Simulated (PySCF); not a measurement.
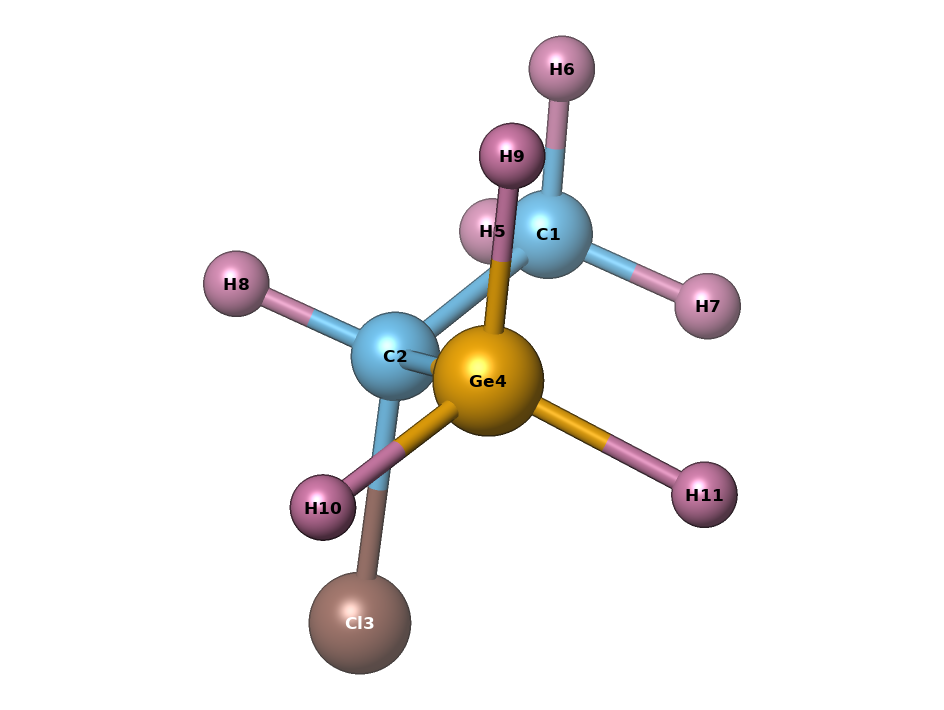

C2 lies behind Ge4. The molecule seen a little off the Ge4–C2 bond, Ge4 in front. Atoms fade into the background with distance from the viewer. Computed geometry: PBE0-D3(BJ)/def2-SVP optimisation. No frequency run is at hand to confirm it as a minimum.

What is the torsion angle H9–Ge4–C2–Cl3? The sign is positive where the front bond must turn clockwise to cover the back bond.

Answer. −178°, antiperiplanar (anti). The bonds about Ge4–C2 are staggered.
